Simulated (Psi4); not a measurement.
**UPBE0/cc-pVTZ run of GeH3O (SMILES [OH][GeH2])**

What is the vertical ionisation energy of GeH3O at UPBE0/cc-pVTZ? 

Program for the calculation: Psi4 1.11.

2 further runs of the same task are left out: 2 set aside as unsound or not needed.

## Step 1: The system as given

GeH3O has 5 atoms, charge 0, and is taken as a doublet. SMILES: `[OH][GeH2]`. Geometry: relaxed at PBE0-D4/def2-TZVP. This is one conformer, not always the lowest.

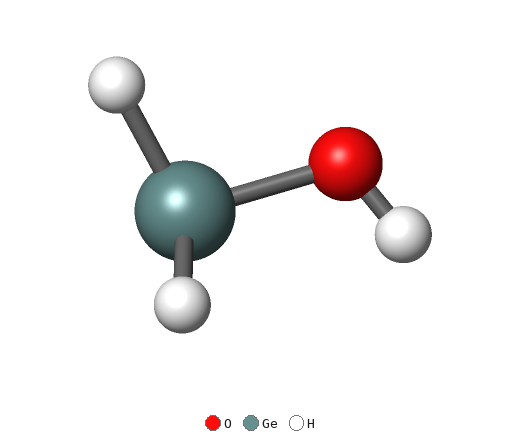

The structure, seen from a chosen angle (oxygen red, germanium teal, hydrogen white).

## Step 2: Energy and gradient at UPBE0/cc-pVTZ

run_ase.py reads:

```python
import numpy as np
from ase.calculators.psi4 import Psi4
from ase import Atoms

atoms = Atoms(['O', 'Ge', 'H', 'H', 'H'], positions=[
    [0.355500, -1.075800, 0.460700],
    [-0.520100, 0.416100, 0.017700],
    [1.097400, -0.907600, 1.046500],
    [-1.396800, -0.014400, -1.180300],
    [0.513900, 1.508000, -0.385900],
])
calc = Psi4(atoms=atoms, method='pbe0', basis='cc-pVTZ', memory='1600MB', num_threads=1, charge=0, multiplicity=2, label='calc', reference='uks')
calc.psi4.set_options({'puream': True, 'e_convergence': 1e-09, 'd_convergence': 1e-08, 'scf_type': 'pk', 'dft_radial_points': 99, 'dft_spherical_points': 590, 'maxiter': 200})
atoms.calc = calc

forces = atoms.get_forces()
print(f'energy: {atoms.get_potential_energy():.6f} eV')
print('forces / eV A^-1')
print(np.round(forces, 5))
```

Run with:

```sh
python run_ase.py
```

calc.dat:

```text
[...]
  Running in c1 symmetry.
[...]
  Nuclear repulsion =  113.083763680620223
[...]
  Multiplicity = 2
[...]
  Nalpha       = 22
  Nbeta        = 21
[...]
    Number of basis functions: 115
[...]
   @UKS iter   1: -2152.50817796502861   -2.33454e+00   1.86368e-02 ADIIS/DIIS
[...]
   @UKS iter  13: -2153.72561119202146   -5.45697e-12   5.38003e-09 DIIS
[...]
   @S^2 Observed:                7.523038341E-01
[...]
    Orbital Energies [Eh]
    ---------------------
    Alpha Occupied:
       1A   -399.116820     2A    -49.933762     3A    -44.415207
       4A    -44.413687     5A    -44.413272     6A    -19.213085
       7A     -6.297971     8A     -4.454176     9A     -4.451028
      10A     -4.449182    11A     -1.254642    12A     -1.249748
      13A     -1.248560    14A     -1.246410    15A     -1.246316
      16A     -1.016377    17A     -0.579622    18A     -0.476568
      19A     -0.387248    20A     -0.367463    21A     -0.340428
      22A     -0.223107
    Alpha Virtual:
      23A     -0.001252    24A      0.053937    25A      0.060814
[...]
  @UKS Final Energy: -2153.72561119202146
   => Energetics <=
    Nuclear Repulsion Energy =            113.0837636806202227
    One-Electron Energy =               -3225.6082302994968813
    Two-Electron Energy =                1025.5394396713568312
    DFT Exchange-Correlation Energy =     -66.7405842445017470
    Empirical Dispersion Energy =           0.0000000000000000
    VV10 Nonlocal Energy =                  0.0000000000000000
    Total Energy =                      -2153.7256111920214607
[...]
 Multipole Moments:
 ------------------------------------------------------------------------------------
     Multipole            Electronic (a.u.)      Nuclear  (a.u.)        Total (a.u.)
 ------------------------------------------------------------------------------------
 L = 1.  Multiply by 2.5417464519 to convert [e a0] to [Debye]
 Dipole X            :         -2.5480892            2.7822924            0.2342032
 Dipole Y            :          2.7751122           -2.3586813            0.4164309
 Dipole Z            :          0.2979637           -0.0756779            0.2222858
 Magnitude           :                                                    0.5269505
[...]
  -Total Gradient:
     Atom            X                  Y                   Z
    ------   -----------------  -----------------  -----------------
       1       -0.000150379375    -0.001130475747    -0.000288653990
       2       -0.001152567368     0.001036714184    -0.000079269623
       3        0.001081573162     0.000081390786     0.000680659604
       4       -0.000204807950    -0.000098898002    -0.000311836215
       5        0.000425161199     0.000109502355    -0.000002749170
[...]
```

Standard output:

```text
energy: -58605.858997 eV
forces / eV A^-1
[[ 0.00773  0.05813  0.01484]
 [ 0.05927 -0.05331  0.00408]
 [-0.05562 -0.00419 -0.035  ]
 [ 0.01053  0.00509  0.01604]
 [-0.02186 -0.00563  0.00014]]
```

Wall time 73 s (1 thread of AMD EPYC 9R45 (Zen 5), shared host); peak memory 1.5 GiB.

## Step 3: The singlet cation: a single-point energy at PBE0/cc-pVTZ

calc.in reads:

```
memory 1600 mb

molecule molecule1 {
  1 1
  O
  Ge 1 r2
  H 1 r3 2 a3
  H 2 r4 1 a4 3 d4
  H 2 r5 4 a5 1 d5

  r2 = 1.78569
  r3 = 0.96014
  a3 = 112.57468
  r4 = 1.545683
  a4 = 103.75107
  d4 = 165.58826
  r5 = 1.557015
  a5 = 111.78218
  d5 = 117.23472
  symmetry c1
  no_reorient
  no_com
}

set {
  basis                cc-pVTZ
  puream               true
  e_convergence        1e-09
  d_convergence        1e-08
  scf_type             pk
  dft_radial_points    99
  dft_spherical_points 590
}

E = energy('pbe0')
print_variables()
```

Run with:

```sh
psi4 calc.in calc.out -n 1
```

calc.out:

```text
[...]
  Running in c1 symmetry.
[...]
  Nuclear repulsion =  113.083778088950794
[...]
  Multiplicity = 1
[...]
  Nalpha       = 21
  Nbeta        = 21
[...]
    Number of basis functions: 115
[...]
   @RKS iter   1: -2152.44278630190365   -2.26914e+00   1.75379e-02 ADIIS/DIIS
[...]
   @RKS iter  11: -2153.41321949665326   -6.82121e-12   5.65545e-09 DIIS
[...]
    Orbital Energies [Eh]
    ---------------------
    Doubly Occupied:
       1A   -399.427124     2A    -50.242660     3A    -44.725560
       4A    -44.721941     5A    -44.721282     6A    -19.486709
       7A     -6.606031     8A     -4.766841     9A     -4.756507
      10A     -4.754135    11A     -1.562578    12A     -1.559903
      13A     -1.557255    14A     -1.550632    15A     -1.549220
      16A     -1.272367    17A     -0.838733    18A     -0.730004
      19A     -0.638662    20A     -0.612937    21A     -0.591214
[...]
  @RKS Final Energy: -2153.41321949665326
   => Energetics <=
    Nuclear Repulsion Energy =            113.0837780889507940
    One-Electron Energy =               -3213.0620855092388410
    Two-Electron Energy =                1013.0655620239992913
    DFT Exchange-Correlation Energy =     -66.5004741003647410
    Empirical Dispersion Energy =           0.0000000000000000
    VV10 Nonlocal Energy =                  0.0000000000000000
    Total Energy =                      -2153.4132194966532552
[...]
 Multipole Moments:
 ------------------------------------------------------------------------------------
     Multipole            Electronic (a.u.)      Nuclear  (a.u.)        Total (a.u.)
 ------------------------------------------------------------------------------------
 L = 1.  Multiply by 2.5417464519 to convert [e a0] to [Debye]
 Dipole X            :          1.5779330           -1.4522986            0.1256344
 Dipole Y            :          0.1601495            0.4521303            0.6122798
 Dipole Z            :          3.9003308           -3.3161211            0.5842097
 Magnitude           :                                                    0.8555534
[...]
```

Run time: 23 s. Hardware: 1 thread of AMD EPYC 9R45 (Zen 5), shared host; peak memory 1.5 GiB.

## Step 4: Results

Level: UPBE0/cc-pVTZ.

| quantity | value |
| --- | --- |
| doublet GeH3O: total energy | -2153.72561 Eh |
| doublet GeH3O: dipole moment | 1.34 D |
| doublet GeH3O: HOMO energy (highest over α and β) | -6.07 eV |
| doublet GeH3O: LUMO energy (lowest over α and β) | -2.65 eV |
| doublet GeH3O: ⟨S²⟩ | 0.752 |
| doublet GeH3O: largest force on an atom | 0.080 eV/Å |
| singlet cation: total energy | -2153.41322 Eh |
| singlet cation: HOMO energy | -16.09 eV |
| singlet cation: LUMO energy | -10.84 eV |
| singlet cation: HOMO–LUMO gap | 5.25 eV |
| vertical ionisation energy (to the singlet cation) | 8.501 eV |

Removing an electron at fixed nuclei costs 8.50 eV (196 kcal/mol). Only the singlet of the ionised species was computed; a triplet could lie lower.
